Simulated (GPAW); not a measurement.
MgI2 (P-3m1): how ε∞ follows the gap

The empty bands of MgI2 (P-3m1) are shifted up rigidly by Δ, and ε∞ along x is computed for each shift. x, y and z are the Cartesian axes of the input cell.

Cell: a, b, c = 4.140, 4.140, 6.880 Å (primitive vectors), 3 atoms.

Method: GPAW 26.7.0, PBE, RPA, k-mesh 9×9×5, local fields up to 50 eV, Lorentzian half width 0.15 eV.

Launch of the response step: `OMP_NUM_THREADS=1 python df.py`. The series took 9.6 min in all, its band step included, on 1 thread of Arm Neoverse V2 (shared host).

| Δ (eV) | ε∞ along x |
| --- | --- |
| 0.00 | ? |
| 0.40 | 3.987 |
| 0.80 | 3.840 |
| 1.20 | 3.710 |
| 1.60 | 3.592 |
| 2.00 | 3.484 |

With one effective transition at E₀ and fixed dipole strength, ε∞ − 1 = A/(E₀ + Δ), so 1/(ε∞ − 1) is linear in Δ.

Working, on the rows shown:

| x = Δ (eV) | y = 1/(ε∞ − 1) |
| --- | --- |
| 0.4 | 0.334784 |
| 0.8 | 0.352113 |
| 1.2 | 0.369004 |
| 1.6 | 0.385802 |
| 2 | 0.402576 |

Means: x̄ = 1.2, ȳ = 0.36886. Σ(x − x̄)(y − ȳ) = 0.06771, Σ(x − x̄)² = 1.6. Slope = 0.06771 / 1.6 = 0.04232; intercept = ȳ − slope · x̄ = 0.31807. Turned back into ε∞ along x, the line misses the rows shown by at most 0.0019.

**Question.** Fill in the last column of the withheld row.

**Answer.** At x = 0 the line gives y = 0.31807, that is 4.144. The run gave 4.150, so the extrapolation is off by 0.0061, 0.9 % of the range in the table.

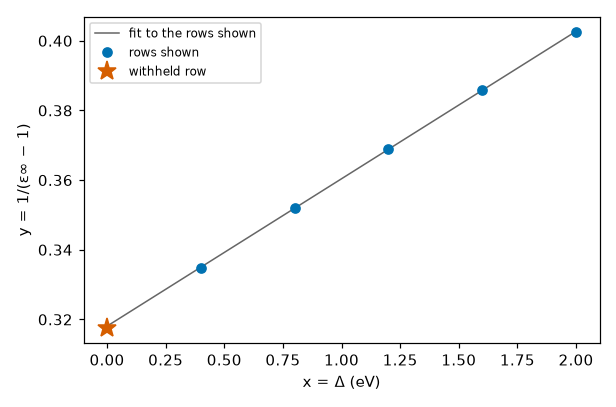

Refitted with all rows, the slope is 0.04254 and the intercept 0.31775. These give E₀ = intercept/slope = 7.5 eV, far above the least direct gap of 3.66 eV: most of the screening comes from transitions well over the edge. Over the first step ε∞ falls by 10 % per eV. The cell comes from an older database entry, whose edges can be off by a per cent or so. Excitons are left out; PBE gaps are as a rule too small. The values come from a sum over the points of one k-mesh and carry its error, which grows as the direct gap shrinks. Spin-orbit coupling is left out.
